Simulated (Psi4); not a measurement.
# C2H2BF+ (SMILES [CH+]=[C]BF): UBHLYP/def2-SVPD

What is the vertical ionisation energy of C2H2BF+ at UBHLYP/def2-SVPD? 

The results are computed with Psi4 1.11.

### 1 The molecule

C2H2BF+: 6 atoms, total charge +1, spin state doublet. SMILES: `[CH+]=[C]BF`. The shape is that of a GFN2-xTB optimisation.

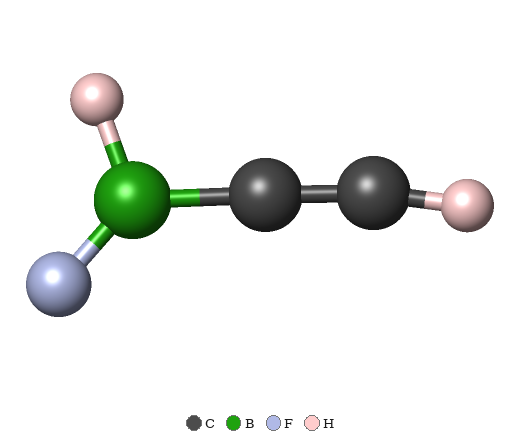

The structure, seen from a chosen angle (carbon dark grey, boron green, fluorine light blue, hydrogen pink).

### 2 Energy and gradient at UBHLYP/def2-SVPD

Input file job.inp:

```
memory 1600 MB

molecule m {
  1 2
  C     -0.487740     0.880300    -1.230320
  C     -0.112030     0.212570    -0.284970
  B      0.331970    -0.634170     0.866950
  F      0.028170    -1.802160     1.248600
  H     -0.908920     1.338300    -2.097670
  H      1.148550     0.005160     1.497400
  units angstrom
  symmetry c1
}

set globals {
  basis                def2-SVPD
  reference            uks
  puream               true
  e_convergence        1e-09
  d_convergence        1e-08
  scf_type             pk
  dft_radial_points    99
  dft_spherical_points 590
  maxiter              200
}

e_tot, wfn = gradient('bhhlyp', return_wfn=True)
oeprop(wfn, 'MULLIKEN_CHARGES', 'LOWDIN_CHARGES', 'MAYER_INDICES', title='BHHLYP')
```

Started as:

```console
$ psi4 job.inp job.out -n 1
```

job.out:

```text
[...]
  Running in c1 symmetry.
[...]
  Nuclear repulsion =   82.962162578352405
[...]
  Multiplicity = 2
[...]
  Nalpha       = 14
  Nbeta        = 13
[...]
    Number of basis functions: 99
[...]
   @UKS iter   1:  -201.35651368998882   -3.73043e-01   3.83725e-03 DIIS/ADIIS
[...]
   @UKS iter  18:  -201.44245025671643   -7.27596e-12   7.48248e-09 DIIS
[...]
   @S^2 Observed:                7.590955930E-01
[...]
    Orbital Energies [Eh]
    ---------------------
    Alpha Occupied:
       1A    -25.561734     2A    -10.975059     3A    -10.943092
       4A     -7.423363     5A     -1.608324     6A     -1.221646
       7A     -0.967582     8A     -0.906309     9A     -0.864870
      10A     -0.818816    11A     -0.791075    12A     -0.713375
      13A     -0.680340    14A     -0.656170
    Alpha Virtual:
      15A     -0.287620    16A     -0.251188    17A     -0.131221
      18A     -0.113563    19A     -0.105450    20A     -0.080569
      21A     -0.063015    22A     -0.028084    23A     -0.014620
      24A     -0.009184    25A     -0.004681    26A      0.002827
[...]
  @UKS Final Energy:  -201.44245025671643
   => Energetics <=
    Nuclear Repulsion Energy =             82.9621625783524053
    One-Electron Energy =                -431.8081039802264058
    Two-Electron Energy =                 160.7071762739109033
    DFT Exchange-Correlation Energy =     -13.3036851287532958
    Empirical Dispersion Energy =           0.0000000000000000
    VV10 Nonlocal Energy =                  0.0000000000000000
    Total Energy =                       -201.4424502567164268
[...]
 Multipole Moments:
 ------------------------------------------------------------------------------------
     Multipole            Electronic (a.u.)      Nuclear  (a.u.)        Total (a.u.)
 ------------------------------------------------------------------------------------
 L = 1.  Multiply by 2.5417464519 to convert [e a0] to [Debye]
 Dipole X            :         -0.0753014           -0.1196030           -0.1949045
 Dipole Y            :         -1.7024418            3.5537688            1.8513270
 Dipole Z            :          1.0638052           -2.5616750           -1.4978698
 Magnitude           :                                                    2.3893542
[...]
  -Total Gradient:
     Atom            X                  Y                   Z
    ------   -----------------  -----------------  -----------------
       1        0.012860778354    -0.023369679472     0.032952329144
       2       -0.002528791607     0.028538518416    -0.023038357452
       3       -0.018783727099    -0.002532880037    -0.022015605984
       4        0.009756934133     0.012402112120     0.004084393115
       5        0.001818672626    -0.008321800591     0.007892007467
       6       -0.003118290623    -0.006732728023     0.000141673863
[...]
  Mulliken Charges: (a.u.)
   Center  Symbol    Alpha    Beta     Spin     Total
       1     C     3.37999  2.80556  0.57442 -0.18555
       2     C     2.67419  2.37029  0.30390  0.95551
       3     B     2.35966  2.37775 -0.01809  0.26259
       4     F     4.63640  4.61505  0.02135 -0.25145
       5     H     0.48875  0.50386 -0.01511  0.00738
       6     H     0.46101  0.32748  0.13352  0.21151
   Total alpha = 14.00000, Total beta = 13.00000, Total charge =  1.00000
  Lowdin Charges: (a.u.)
   Center  Symbol    Alpha    Beta     Spin     Total
[...]
```

It took 23 s on 1 thread of AMD EPYC 9R45 (Zen 5), shared host; peak memory 0.7 GiB.

### 3 Singlet [C2H2BF]2+: the energy at BHLYP/def2-SVPD

Input file calc.in:

```
memory 1600 MB

molecule {
  2 1
  C     -0.487740     0.880300    -1.230320
  C     -0.112030     0.212570    -0.284970
  B      0.331970    -0.634170     0.866950
  F      0.028170    -1.802160     1.248600
  H     -0.908920     1.338300    -2.097670
  H      1.148550     0.005160     1.497400
  symmetry c1
  no_reorient
  no_com
}

set {
  basis                def2-SVPD
  puream               true
  e_convergence        1e-09
  d_convergence        1e-08
  scf_type             pk
  dft_radial_points    99
  dft_spherical_points 590
}

e, wfn = energy('bhhlyp', return_wfn=True)
oeprop(wfn, 'WIBERG_LOWDIN_INDICES', 'QUADRUPOLE', 'LOWDIN_CHARGES')
print_variables()
```

Started as:

```console
$ psi4 calc.in calc.out -n 1
```

calc.out:

```text
[...]
  Running in c1 symmetry.
[...]
  Nuclear repulsion =   82.962162578352419
[...]
  Multiplicity = 1
[...]
  Nalpha       = 13
  Nbeta        = 13
[...]
    Number of basis functions: 99
[...]
   @RKS iter   1:  -200.60406602914554    3.79405e-01   3.78025e-03 DIIS/ADIIS
[...]
   @RKS iter  14:  -200.71523096846664   -1.97247e-11   9.67298e-09 DIIS
[...]
    Orbital Energies [Eh]
    ---------------------
    Doubly Occupied:
       1A    -25.830912     2A    -11.304436     3A    -11.262193
       4A     -7.724047     5A     -1.862839     6A     -1.507187
       7A     -1.244580     8A     -1.178836     9A     -1.119688
      10A     -1.073258    11A     -1.041610    12A     -0.966930
      13A     -0.938258
[...]
  @RKS Final Energy:  -200.71523096846664
   => Energetics <=
    Nuclear Repulsion Energy =             82.9621625783524195
    One-Electron Energy =                -423.8166179748527611
    Two-Electron Energy =                 153.2307243169817070
    DFT Exchange-Correlation Energy =     -13.0914998889480199
    Empirical Dispersion Energy =           0.0000000000000000
    VV10 Nonlocal Energy =                  0.0000000000000000
    Total Energy =                       -200.7152309684666420
[...]
 Multipole Moments:
 ------------------------------------------------------------------------------------
     Multipole            Electronic (a.u.)      Nuclear  (a.u.)        Total (a.u.)
 ------------------------------------------------------------------------------------
 L = 1.  Multiply by 2.5417464519 to convert [e a0] to [Debye]
 Dipole X            :          2.6952384           -2.7318070           -0.0365686
 Dipole Y            :         22.8547407          -21.7122162            1.1425245
 Dipole Z            :        -11.9205084           11.1118542           -0.8086543
 Magnitude           :                                                    1.4002218
 L = 2.  Multiply by 1.3450342976 to convert [e a0^2] to [Debye ang]
 Quadrupole XX       :        -24.8655809           15.0202957           -9.8452852
 Quadrupole XY       :         17.0088729          -19.4231653           -2.4142924
[...]
```

Run time: 10 s. Hardware: 1 thread of AMD EPYC 9R45 (Zen 5), shared host; peak memory 0.69 GiB.

### 4 What came out

At UBHLYP/def2-SVPD:

| quantity | value |
| --- | --- |
| doublet C2H2BF+: total energy | -201.44245 Eh |
| doublet C2H2BF+: HOMO energy (highest over α and β) | -17.56 eV |
| doublet C2H2BF+: LUMO energy (lowest over α and β) | -12.14 eV |
| doublet C2H2BF+: ⟨S²⟩ | 0.759 |
| doublet C2H2BF+: largest force on an atom | 2.180 eV/Å |
| singlet [C2H2BF]2+: total energy | -200.71523 Eh |
| singlet [C2H2BF]2+: HOMO energy | -25.53 eV |
| singlet [C2H2BF]2+: LUMO energy | -21.20 eV |
| singlet [C2H2BF]2+: HOMO–LUMO gap | 4.33 eV |
| vertical ionisation energy (to the singlet dication) | 19.789 eV |

What this shows: The vertical ionisation energy comes to 19.79 eV (456 kcal/mol). The largest force (doublet C2H2BF+) is 2.18 eV/Å: the shape isn't a stationary point for this species at this level. Only the singlet of the ionised species was computed; a triplet could lie lower. Mulliken charges (doublet C2H2BF+) run from -0.25 on F4 to +0.96 on C2; in a basis this large or diffuse they mean little.
